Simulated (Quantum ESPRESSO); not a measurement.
# CsCaBr3 (Pm-3m): zone-centre phonons, part 3 of 3

Aim: the zone-centre modes of CsCaBr3 (Pm-3m).

Quantum ESPRESSO 7.5; DFT LDA, scalar-relativistic, plane waves, PseudoDojo norm-conserving pseudopotentials.

So far. Step 5 (Linear response at Γ): The acoustic modes at Γ come out as far as 1.8 cm⁻¹ from zero, where they should vanish, a small numerical error; the Born charges miss their sum rule by 0.021 e, which is fair. The relaxed cell has a = 5.526 Å (conventional setting).

**6. Zone-centre analysis (continued)**

Degenerate modes summed, no LO-TO term. Lines of the infrared spectrum (strongest = 100):

| position (cm⁻¹) | lines merged | IR intensity, relative |
| --- | --- | --- |
| 34 | 3 | 15 |
| 36 | 3 | 0.0 |
| 67 | 3 | 9.1 |
| 232 | 3 | 100 |

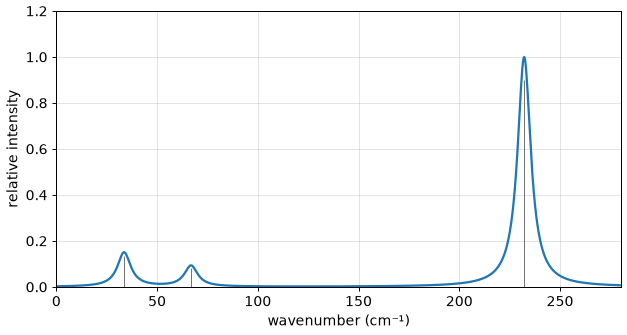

The infrared spectrum, broadened with Lorentzians of width 8 cm⁻¹; bars mark the lines.

Static dielectric tensor (ions relaxed, fixed cell):

```
12.94  0.00  0.00
 0.00 12.94  0.00
 0.00  0.00 12.94
```

The rule moves no optical mode by more than 0.1 cm⁻¹.

**7. Sum rules set otherwise: a sum rule for molecules or wires on a crystal**

This rule also removes rotations, which suits molecules and not a crystal; it is tried to see the harm.

The input, dynmat.in:

```
 &input
    fildyn='g.dyn',
    asr='zero-dim',
    fileig='dynmat.eig',
    lperm=.true.,
 /
```

Command:

```sh
$ dynmat.x -in dynmat.in > dynmat.out
```

The program printed:

```text
[banner, memory and clock lines left out]
Program DYNMAT v.7.5

     Reading Dynamical Matrix from file g.dyn
     ...Force constants read
     ...epsilon and Z* read
     Acoustic Sum Rule: || Z*(ASR) - Z*(orig)|| =    7.043433E-01
     Acoustic Sum Rule: ||dyn(ASR) - dyn(orig)||=    3.736560E-02
     A direction for q was not specified:TO-LO splitting will be absent

     Polarizability (A^3 units)
     multiply by 0.563933 for Clausius-Mossotti correction
        31.145620    0.000000    0.000000
         0.000000   31.145620    0.000000
         0.000000    0.000000   31.145620

     IR activities are in (D/A)^2/amu units

# mode   [cm-1]    [THz]      IR
    1     -0.00   -0.0000    0.0000
    2     -0.00   -0.0000    0.0000
    3     -0.00   -0.0000    0.0000
    4      0.00    0.0000    0.0000
    5      0.00    0.0000    0.0000
    6      0.00    0.0000    0.0000
    7     33.65    1.0088    0.6645
    8     35.39    1.0610    0.3155
    9     35.39    1.0610    0.3155
   10     52.66    1.5787    0.8317
   11     52.66    1.5787    0.8317
   12     66.89    2.0052    0.4050
   13    232.22    6.9617    4.4502
   14    234.11    7.0183    4.7066
   15    234.11    7.0183    4.7066

Electronic dielectric permittivity tensor (relative, adimensional)
         3.319784    0.000000    0.000000
         0.000000    3.319784    0.000000
         0.000000    0.000000    3.319784

 ... with zone-center polar mode contributions
        11.896364    0.515310    0.515310
         0.515310   11.896364    0.515310
         0.515310    0.515310   11.896364

[end of the log left out, with the tail of the file of modes that dynmat.x writes under the same name]
```

Wall time 0.71 s (1 thread of Intel Xeon at 2.70GHz, shared host).

The program raised no error, yet the settings are not those of a careful run.

The fault: a sum rule for molecules or wires on a crystal; 3 optical modes are projected out to zero frequency, as if they were rotations, and the static dielectric tensor is spoilt.

For a crystal the rule has to be 'simple' or 'crystal'.

Zone-centre frequencies as printed; negative means imaginary. Modes:

| mode | frequency (cm⁻¹) |
| --- | --- |
| 1 | 0 |
| 2 | 0 |
| 3 | 0 |
| 4 | 0 |
| 5 | 0 |
| 6 | 0 |
| 7 | 33.65 |
| 8 | 35.39 |
| 9 | 35.39 |
| 10 | 52.66 |
| 11 | 52.66 |
| 12 | 66.89 |
| 13 | 232.2 |
| 14 | 234.1 |
| 15 | 234.1 |

**8. The LO-TO splitting (1 0 0)**

A longitudinal polar mode sets up a macroscopic field that stiffens it; the term hangs on the direction from which q goes to zero.

The input, dynmat.in:

```
 &input
    fildyn='g.dyn',
    asr='simple',
    fileig='dynmat.eig',
    q(1)=1.0,
    q(2)=0.0,
    q(3)=0.0,
 /
```

Command:

```sh
$ dynmat.x -in dynmat.in > dynmat.out
```

The program printed:

```text
[banner, memory and clock lines left out]
Program DYNMAT v.7.5

     Reading Dynamical Matrix from file g.dyn
     ...Force constants read
     ...epsilon and Z* read

     Polarizability (A^3 units)
     multiply by 0.563933 for Clausius-Mossotti correction
        31.145620    0.000000    0.000000
         0.000000   31.145620    0.000000
         0.000000    0.000000   31.145620

     IR activities are in (D/A)^2/amu units

# mode   [cm-1]    [THz]      IR
    1     -0.00   -0.0000    0.0000
    2      0.00    0.0000    0.0000
    3      0.00    0.0000    0.0000
    4     33.62    1.0079    0.6643
    5     33.62    1.0079    0.6643
    6     36.05    1.0806    0.0000
    7     36.05    1.0806    0.0000
    8     36.05    1.0806    0.0000
    9     48.56    1.4558    0.1293
   10     66.85    2.0040    0.4055
   11     66.85    2.0040    0.4055
   12     79.11    2.3718    0.4487
   13    232.20    6.9610    4.4500
   14    232.20    6.9610    4.4500
   15    268.17    8.0395    4.9417

[end of the log left out, with the tail of the file of modes that dynmat.x writes under the same name]
```

Run time: 0.77 s. Hardware: 1 thread.

Numbers from this step:

| Property | Result |
| --- | --- |
| highest mode moved by the LO-TO term | 268.2 cm⁻¹ |

Zone-centre frequencies as printed; negative means imaginary. Modes:

| mode | frequency (cm⁻¹) |
| --- | --- |
| 1 | 0 |
| 2 | 0 |
| 3 | 0 |
| 4 | 33.62 |
| 5 | 33.62 |
| 6 | 36.05 |
| 7 | 36.05 |
| 8 | 36.05 |
| 9 | 48.56 |
| 10 | 66.85 |
| 11 | 66.85 |
| 12 | 79.11 |
| 13 | 232.2 |
| 14 | 232.2 |
| 15 | 268.2 |

The field moves 3 modes; the highest of them now lies at 268 cm⁻¹, where the highest that moved away lay at 232.

**9. What came out**

| Item | Value |
| --- | --- |
| space group after relaxation | Pm-3m |
| volume per atom | 33.7 Å³ |
| gap on the k-mesh | 4.36 eV |
| highest optical zone-centre mode (no LO-TO term) | 232.2 cm⁻¹ |
| lowest optical zone-centre mode | 33.6 cm⁻¹ |
| highest mode moved by the LO-TO term | 268.2 cm⁻¹ |
| mean high-frequency dielectric constant | 3.32 |
| largest Born charge in size (third of the trace) | 2.47 e |
| mean static dielectric constant | 12.9 |
| imaginary optical modes at the zone centre (no q mesh in this session) | none |

**Reading.** At the LDA level the optical modes of CsCaBr3 (Pm-3m) at the zone centre (no LO-TO term) run from 34 to 232 cm⁻¹. Along the directions run, the highest mode that the macroscopic field moves lies at 268 cm⁻¹. Lattice motion raises the mean dielectric constant from 3.320 to 12.94. Of the 12 optical modes, 9 are infrared active alone and 3 are silent. These are harmonic frequencies at zero temperature: anharmonic shifts and linewidths and thermal expansion are left out. Spin-orbit coupling is left out, which can matter for the heavy elements here. The structure comes from a database and need not be the phase that is stable at ambient conditions.

[Host names and launcher messages were left out of these logs when they were recorded.]

[Logs are printed without paths, hosts, clocks, repeated set-up lines and the standing remarks that a program may print on its own settings, such as how far it seeks lower states.]

[Hosts, paths, dates, database ids (printed as entryN), source tags and the programs' standing remarks are cut or masked in the printed files.]
